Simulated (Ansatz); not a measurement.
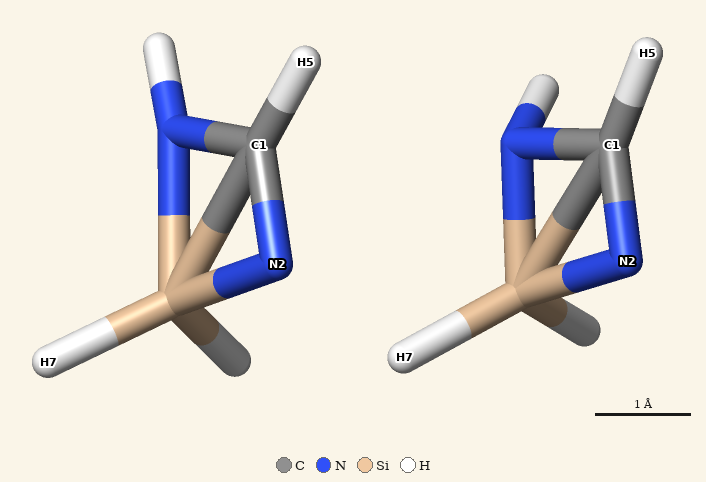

Two geometries of CH4N2Si (coarse preliminary run), drawn at one scale. One is the start of a relaxation, the other its converged end. The picture is a stick view, seen from a free direction.

Method: RKS PBE-D4/def2-SVP in Ansatz. (force threshold 0.03 eV/Å; at most 200 steps)

Q: Which of the two is the end point?

A: The left one is the relaxed one. The start comes from a force field. An H atom moves most after the best rigid fit: 0.56 Å. Largest moves by element: H 0.56 Å, N 0.25 Å, Si 0.12 Å, C 0.07 Å. Near-neighbour distances that change, for instance: N–Si 1.590 → 1.802 Å, C–N 1.234 → 1.313 Å, N–Si 1.724 → 1.794 Å, H–Si 1.467 → 1.501 Å. Bond angles that change, for instance: Si–N–H 114.3° → 147.3°, N–C–H 141.1° → 125.1°, C–N–H 111.2° → 126.4°. The energy falls by 203.8 kJ/mol in 8 accepted moves (12 points after the start). The largest force component goes from 9.8 to 0.012 eV/Å. The line search rejected the trial steps at points 3, 6, 9, 10 of the run.
